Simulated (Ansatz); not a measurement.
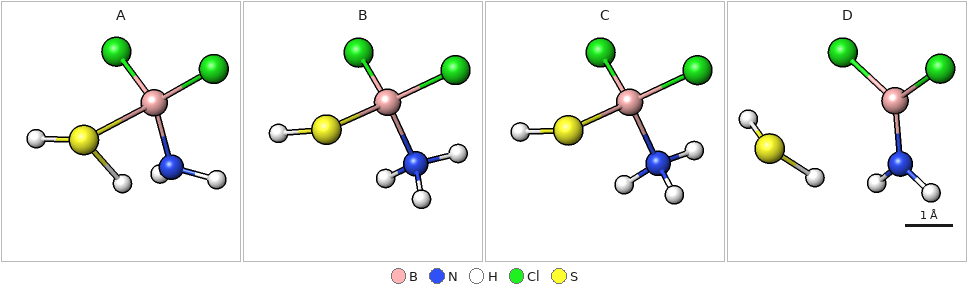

4 geometries from a converged minimum-energy path of BNH4SCl2, made up at the start of BNH₂Cl₂ and H2S, shuffled. The picture is a ball-and-stick view, seen at a tilt.

These are results of RKS PBE0-D4/def2-SVP (Ansatz 0.2.0), not measurements. Set-up: 9 movable images; climbing image; force threshold 0.03 eV/Å; iteration limit 60; starting path through a guess of the saddle point.

### One of them is the converged climbing image. Which?

A. In order along the path, whose images run from 0 to 10: D (image 1, +0.01 eV), A (image 4, +0.86 eV), B (image 9, −0.35 eV), C (image 10, −0.36 eV). Breaking: H–S (1.35 → 2.95 Å). Forming: B–S (3.71 → 1.88 Å), H–N (2.62 → 1.02 Å).

Limits of the set-up: the start holds two separate molecules, 2.6 Å apart at their closest, whose relative position is a soft coordinate.

The run took 6.7 min on 2 threads of Arm Neoverse V2, on a shared host, peak memory 0.23 GiB.
